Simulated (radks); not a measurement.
Cu²⁺ (Z = 29, 27 electrons); electrons: [Ne] 3s2 3p5.75 3d9 4s0.25 (3p: 3 up, 2.75 down, 3d: 5 up, 4 down, 4s: 0.25 up, 0 down). Method: non-relativistic Kohn-Sham, SCAN, spin-polarised, spherical densities, point nucleus; computed with the in-house radial solver radks.

```
Z 29
configuration [Ne] 3s2 3p5.75 3d9 4s0.25 4p0 5s0 4d0 4f0
relativity non-relativistic
functional scan,scan
spin polarised
nucleus point
```

Wanted: the radial probability densities P² of 4s up and 3s up.

3s up: outer maximum at 0.621 bohr, ⟨r⟩ = 0.717 bohr, 2 nodes, eigenvalue −143.9 eV; 4s up: outer maximum at 1.96 bohr, ⟨r⟩ = 2.28 bohr, 3 nodes, eigenvalue −22.5 eV.

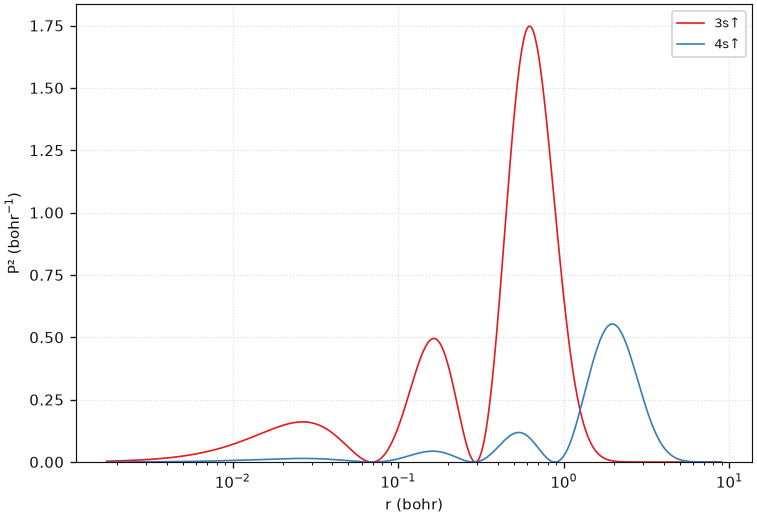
